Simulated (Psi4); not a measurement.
# GaHCl2O (SMILES [OH][Ga]([Cl])[Cl]): a chain of runs

We compute a geometry optimisation (PBE-D3(BJ)/def2-SVP), then the harmonic vibrations of GaHCl2O. 

Program for the calculation: Psi4 1.11.

## (1) Starting point

The species is GaHCl2O (5 atoms), meant as a singlet with charge 0. As SMILES, `[OH][Ga]([Cl])[Cl]`. Geometry: relaxed at PBE0-D4/def2-TZVP. The run starts from this shape.

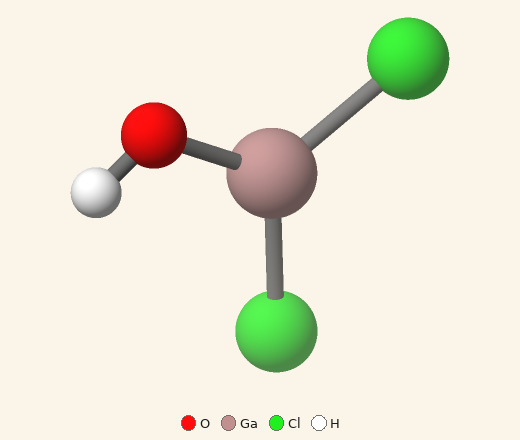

The structure, seen from a chosen angle (oxygen red, gallium pink, chlorine green, hydrogen white).

## (2) A geometry optimisation at PBE-D3(BJ)/def2-SVP (density fitting) (run 1)

The input, cl2gaho.inp:

```
memory 1600 MB

molecule {
  O
  Ga 1 r2
  Cl 2 r3 1 a3
  Cl 2 r4 1 a4 3 d4
  H 1 r5 2 a5 3 d5

  r2 = 1.764541
  r3 = 2.10925
  a3 = 118.78964
  r4 = 2.123422
  a4 = 120.6351
  d4 = 179.99113
  r5 = 0.96102
  a5 = 112.91861
  d5 = 179.95048
}

set {
  geom_maxiter 60
}

E, wfn = optimize('pbe-d3bj2b/def2-SVP', return_wfn=True)
```

Command:

```sh
psi4 -i cl2gaho.inp -o cl2gaho.out -n 1
```

cl2gaho.out:

```text
[...]
  Running in c1 symmetry.
[...]
  Nuclear repulsion =  438.684297037334090
[...]
  Multiplicity = 1
[...]
  Nalpha       = 37
  Nbeta        = 37
[...]
    Number of basis functions: 87
[...]
   @DF-RKS iter   1: -2917.71009112076581   -9.66890e-01   3.12966e-02 ADIIS/DIIS
[...]
   @DF-RKS iter   7: -2919.88034011697255   -5.72982e-11   9.41568e-09 DIIS
[...]
  @DF-RKS Final Energy: -2919.88034011697255
   => Energetics <=
    Nuclear Repulsion Energy =            433.2882413080378115
    One-Electron Energy =               -4921.8790337840200664
    Two-Electron Energy =                1708.5176243032749426
    DFT Exchange-Correlation Energy =    -139.8032869020435385
    Empirical Dispersion Energy =          -0.0038850422214484
    VV10 Nonlocal Energy =                  0.0000000000000000
    Total Energy =                      -2919.8803401169725475
[...]
 Multipole Moments:
 ------------------------------------------------------------------------------------
     Multipole            Electronic (a.u.)      Nuclear  (a.u.)        Total (a.u.)
 ------------------------------------------------------------------------------------
 L = 1.  Multiply by 2.5417464519 to convert [e a0] to [Debye]
 Dipole X            :          0.0016725           -0.0013156            0.0003569
 Dipole Y            :         -0.3558061            0.8681777            0.5123716
 Dipole Z            :          1.5018300           -1.8733864           -0.3715563
 Magnitude           :                                                    0.6329131
[...]
  -Total Gradient:
     Atom            X                  Y                   Z
    ------   -----------------  -----------------  -----------------
       1       -0.000006201036     0.000045904725    -0.000078983296
       2        0.000022807965     0.000078548022    -0.000072487436
       3       -0.000007132193     0.000058123521    -0.000059665405
       4       -0.000007248179     0.000085797608    -0.000090853603
       5       -0.000001599497     0.000004732100    -0.000061586527
[...]
    Final optimized geometry and variables:
    Molecular point group: c1
    Full point group: C1
    Geometry (in Angstrom), charge = 0, multiplicity = 1:
    O
    GA            1          r2
    CL            2          r3      1          a3
    CL            2          r4      1          a4      3          d4
    H             1          r5      2          a5      3          d5
    a3        =  118.3102324846
    a4        =  121.2373528694
    a5        =  110.7743967565
    d4        = -179.9609151309
    d5        =  179.9762871124
[...]
```

Standard output:

```text
Optimizer: Optimization complete!
```

Wall time 74 s (1 thread of Intel Xeon at 2.50GHz (Skylake/Cascade Lake), shared host); peak memory 0.52 GiB.

The path in brief:

```tsv
step	energy from the first frame kept (eV)	largest force (eV/Å)
0	0.0000	0.7974
1	-0.0226	0.1544
2	-0.0244	0.0422
3	-0.0246	0.0199
4	-0.0246	0.0238
5	-0.0246	0.0064
```

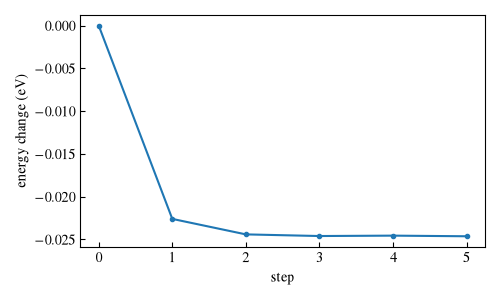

Energy along the run.

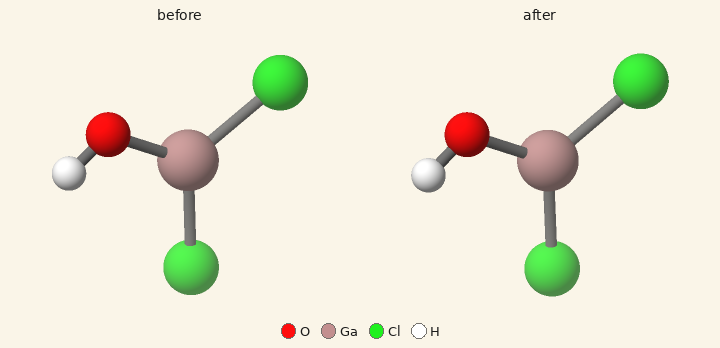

Before and after, at one scale.

After the run. Bond lengths: O1–Ga2 1.787 Å, Ga2–Cl3 2.136 Å, Ga2–Cl4 2.150 Å, O1–H5 0.977 Å. Angles: O1–Ga2–Cl3 118.3°, O1–Ga2–Cl4 121.2°, Cl3–Ga2–Cl4 120.5°, Ga2–O1–H5 110.8°.

## (3) Vibrational wavenumbers at PBE-D3(BJ)/def2-SVP (density fitting) (run 2)

The input, cl2gaho.xyz:

```xyz
5
Cl2GaHO
O      0.252792     1.381746     0.246334
Ga     0.115075    -0.389433     0.054847
Cl     1.522262    -1.631268     1.075404
Cl    -1.421872    -1.262427    -1.169302
H     -0.441509     1.840548    -0.265132
```

The input, calc.py:

```python
import psi4

psi4.set_memory(1600000000)
psi4.set_num_threads(1)
psi4.set_output_file('output.dat', False)

with open('cl2gaho.xyz') as f:
    atoms = ''.join(f.readlines()[2:])
geom = psi4.geometry('0 1\n' + atoms + '')

options = {'basis': 'def2-SVP', 't': 500.0, 'rotational_symmetry_number': 1}
psi4.set_options(options)

energy_value = psi4.frequencies("pbe-d3(bj)", molecule=geom)
print(f'total energy {energy_value:.8f} hartree = {energy_value * 27.211386:.5f} eV')
for k in ('ZPVE', 'ENTHALPY', 'GIBBS FREE ENERGY'):
    print(f'{k}: {psi4.variable(k):.8f} Eh')
```

Command:

```sh
python calc.py
```

output.dat, shortened:

```text
[...]
  Running in c1 symmetry.
[...]
  Nuclear repulsion =  433.288267090514182
[...]
  Multiplicity = 1
[...]
  Nalpha       = 37
  Nbeta        = 37
[...]
    Number of basis functions: 87
[...]
   @DF-RKS iter   1: -2917.72029729559563   -1.06139e+00   3.11897e-02 DIIS/ADIIS
[...]
   @DF-RKS iter  15: -2919.88033845164318   -6.36646e-12   2.78528e-09 DIIS
[...]
  @DF-RKS Final Energy: -2919.88033845164318
   => Energetics <=
    Nuclear Repulsion Energy =            433.2845345711918981
    One-Electron Energy =               -4921.8734486531348011
    Two-Electron Energy =                1708.5151602444932450
    DFT Exchange-Correlation Energy =    -139.8026994893205597
    Empirical Dispersion Energy =          -0.0038851248727819
    VV10 Nonlocal Energy =                  0.0000000000000000
    Total Energy =                      -2919.8803384516431834
[...]
 Multipole Moments:
[...]
  -Total Gradient:
     Atom            X                  Y                   Z
    ------   -----------------  -----------------  -----------------
       1        0.000860381276    -0.000533069161     0.000653255280
       2       -0.000083403326     0.000105603331    -0.000028801290
       3       -0.000037974934     0.000072564786    -0.000041254686
       4       -0.000045921372     0.000107110923    -0.000036023030
       5       -0.000881768538     0.000642341637    -0.000672462563
[...]
  ==> Harmonic Vibrational Analysis <==
[...]
  Freq [cm^-1]                 117.5385            148.6150            152.8360
[...]
  IR activ [km/mol]             6.0264             12.1227             14.6449
[...]
  Freq [cm^-1]                 342.8579            387.2647            453.4997
[...]
  IR activ [km/mol]            99.6339             10.8741             72.9690
[...]
  Freq [cm^-1]                 700.0318            840.1872           3717.0047
[...]
  IR activ [km/mol]            78.5815             87.8824             76.5301
[...]
  Total E_0, Enthalpy at 0 [K]                                                        -2919.86471226 [Eh]
[...]
  Total H, Enthalpy at  500.00 [K]                                                    -2919.85109316 [Eh]
[...]
  Total G, Gibbs energy at  500.00 [K]                                                -2919.92395157 [Eh]
[...]
```

On the terminal:

```text
Warning: used thermodynamics relations inappropriate for low-frequency modes: ['117.5385' '148.6150' '152.8360' '342.8579' '387.2647' '453.4997']
total energy -2919.88034012 hartree = -79453.99101 eV
ZPVE: 0.01562785 Eh
ENTHALPY: -2919.85109316 Eh
GIBBS FREE ENERGY: -2919.92395157 Eh
```

Run time: 6 min. Hardware: 1 thread of Intel Xeon at 2.50GHz (Skylake/Cascade Lake), shared host; peak memory 0.52 GiB.

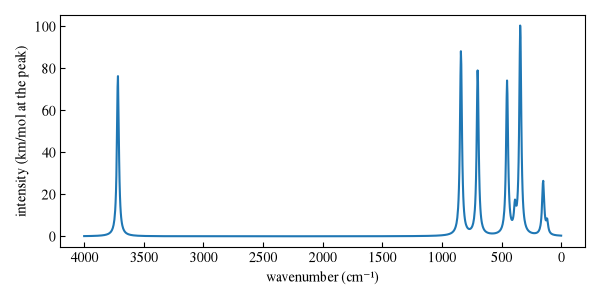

Harmonic infrared spectrum, unscaled, lines broadened by 10 cm⁻¹.

## (4) Results

```
                                                                          quantity             value
                               run 1, PBE-D3(BJ)/def2-SVP: total energy at the end    -2919.88034 Eh
                                         run 1, PBE-D3(BJ)/def2-SVP: dipole moment            1.61 D
                                           run 1, PBE-D3(BJ)/def2-SVP: HOMO energy          -7.61 eV
                                           run 1, PBE-D3(BJ)/def2-SVP: LUMO energy          -2.53 eV
                                         run 1, PBE-D3(BJ)/def2-SVP: HOMO–LUMO gap           5.08 eV
                                     run 1, PBE-D3(BJ)/def2-SVP: dispersion energy     -10.20 kJ/mol
                            run 2, PBE-D3(BJ)/def2-SVP: lowest harmonic wavenumber          118 cm⁻¹
                           run 2, PBE-D3(BJ)/def2-SVP: highest harmonic wavenumber         3717 cm⁻¹
                                     run 2, PBE-D3(BJ)/def2-SVP: zero-point energy       41.0 kJ/mol
run 2, PBE-D3(BJ)/def2-SVP: ideal-gas entropy at 500 K (symmetry number 1 as used)  91.4 cal/(mol K)
```

In words: The optimisation (run 1, PBE-D3(BJ)/def2-SVP) took 6 steps and changed the energy by -0.025 eV. All 9 modes (run 2, PBE-D3(BJ)/def2-SVP) are real, so the shape is a minimum at this level.
